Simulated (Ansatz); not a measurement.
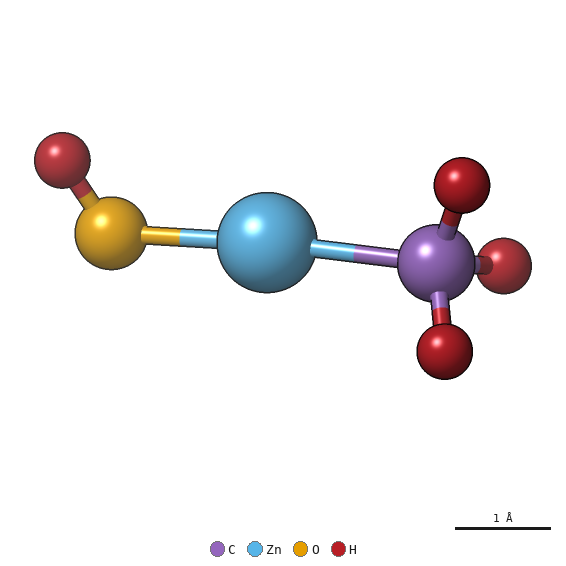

Ball-and-stick drawing of a structure. Every bond is drawn as one stick, whatever its order.

Describe the molecule.

The molecule is CH4OZn. As SMILES it reads `[CH3][Zn][OH]`. Coordination: 1 C tetrahedral; 1 Zn linear; 1 O bent.

The parts below concern this one geometry. Atoms keep their numbers from picture to picture. Computed geometry: PBE0-D4/def2-TZVP optimisation.

### Vibrations

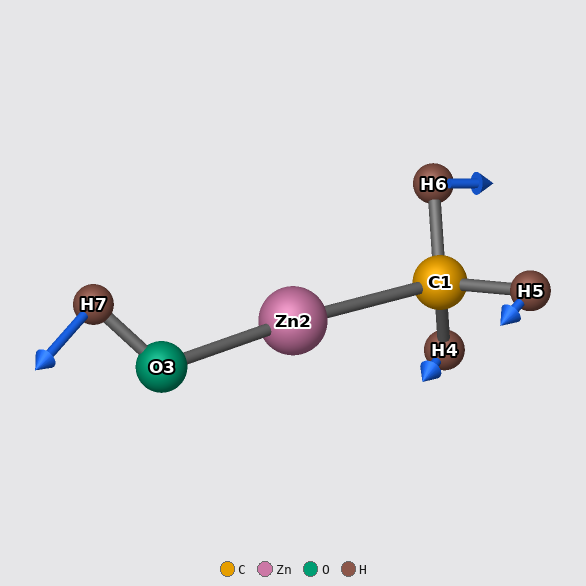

The arrows show one normal mode. Harmonic vibrations computed with RKS PBE0-D4/def2-TZVP (Ansatz 0.2.0) at a stationary point of the same level.

Describe the motion.

Mostly H–O–Zn bending.

Estimate its harmonic wavenumber.

740 cm⁻¹; it is mode 8 of 15 counted from the lowest.

### Charges

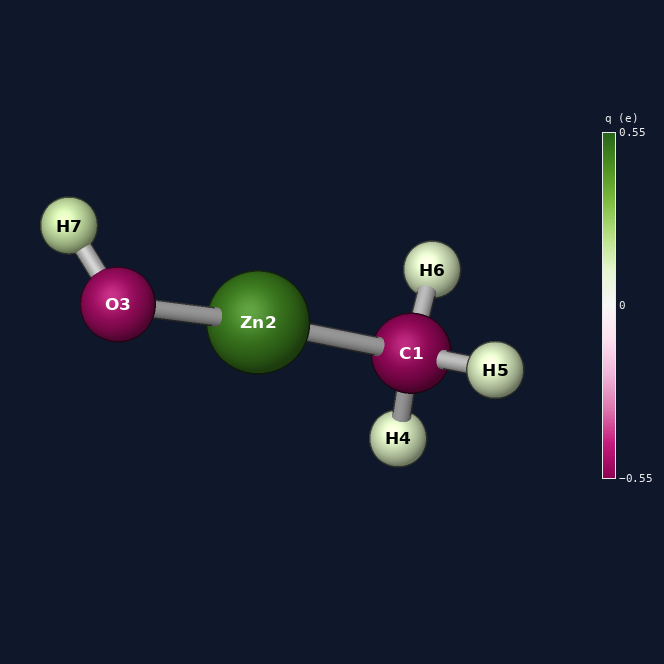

Atoms are coloured by their Mulliken charges. Method: RKS ωB97M-V/def2-TZVPP (Ansatz 0.2.0).

List the Mulliken charges.

```json
{"atom": "C1", "value (e)": "−0.52"}
{"atom": "Zn2", "value (e)": "0.49"}
{"atom": "O3", "value (e)": "−0.51"}
{"atom": "H4", "value (e)": "0.13"}
{"atom": "H5", "value (e)": "0.13"}
{"atom": "H6", "value (e)": "0.12"}
{"atom": "H7", "value (e)": "0.17"}
```

### Levels of theory compared

Program: Ansatz 0.2.0.

Tabulate HOMO–LUMO gap (eV) at these levels: B97M-V/def2-TZVPP; BHLYP-D4/def2-TZVPP; PBE0-D4/def2-TZVPP; SPW92 (LDA)/def2-TZVPP; r2SCANh-D4/def2-TZVPP; revPBE-D4/def2-TZVPP; ωB97M-V/def2-QZVPP; ωB97M-V/def2-SVP; ωB97X-V/def2-TZVPP.

```
                 level  HOMO–LUMO gap (eV)
     B97M-V/def2-TZVPP                5.70
   BHLYP-D4/def2-TZVPP                9.60
    PBE0-D4/def2-TZVPP                7.69
SPW92 (LDA)/def2-TZVPP                5.36
 r2SCANh-D4/def2-TZVPP                6.88
  revPBE-D4/def2-TZVPP                5.28
    ωB97M-V/def2-QZVPP               11.04
      ωB97M-V/def2-SVP               11.17
    ωB97X-V/def2-TZVPP               12.01
```

Mulliken values depend strongly on the basis set and can even reverse the polarity of a bond.
